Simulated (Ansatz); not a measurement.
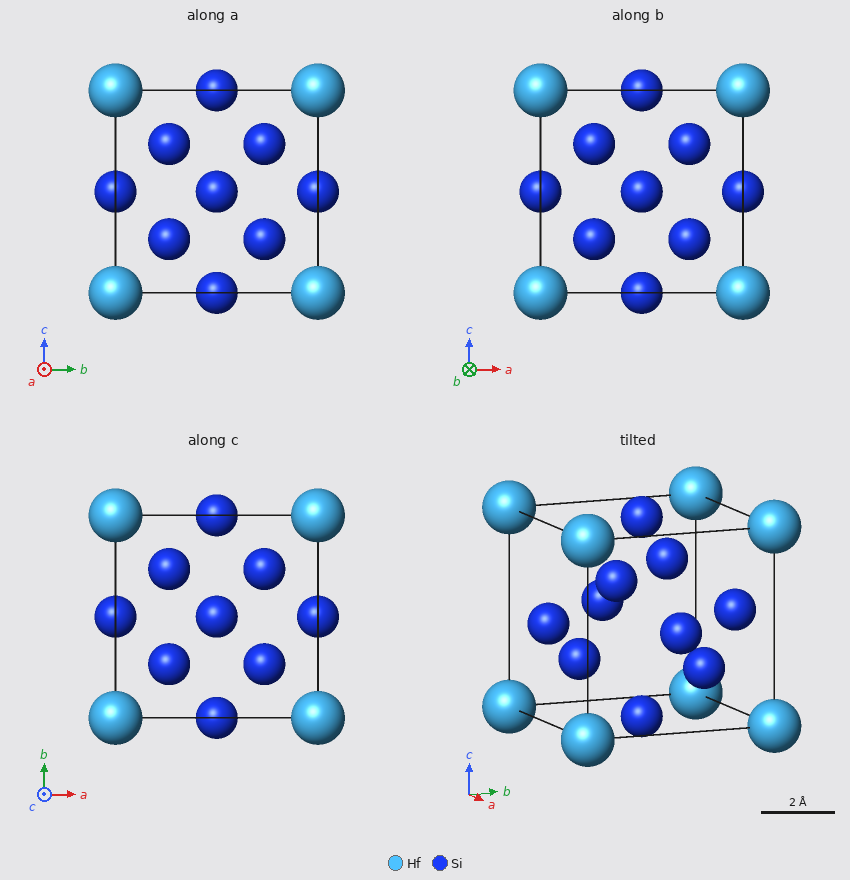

An orthographic spheres-only view of the structure, along the a axis, along the b axis, along the c axis and slightly off an axis. One conventional unit cell is framed, with atoms on its boundary repeated.

Lattice parameters: a = 5.593 Å, b = 5.593 Å, c = 5.593 Å, α = 90.00°, β = 90.00°, γ = 90.00°.

### Reconstruct the structure as a table of Wyckoff sites, with free fractional coordinates to two decimals.

Space group P-43m (No. 215).
```tsv
atom	site	x	y	z
Hf	1a	0.00	0.00	0.00
Si	4e	0.27	0.27	0.27
Si	3c	0.00	0.50	0.50
```

Origin of the cell: a structure type filled with these elements by a generator (whether the compound takes this form wasn't checked). The geometry comes from a coarse first relaxation with DFT PBEsol, scalar-relativistic, plane waves, PAW in Ansatz.
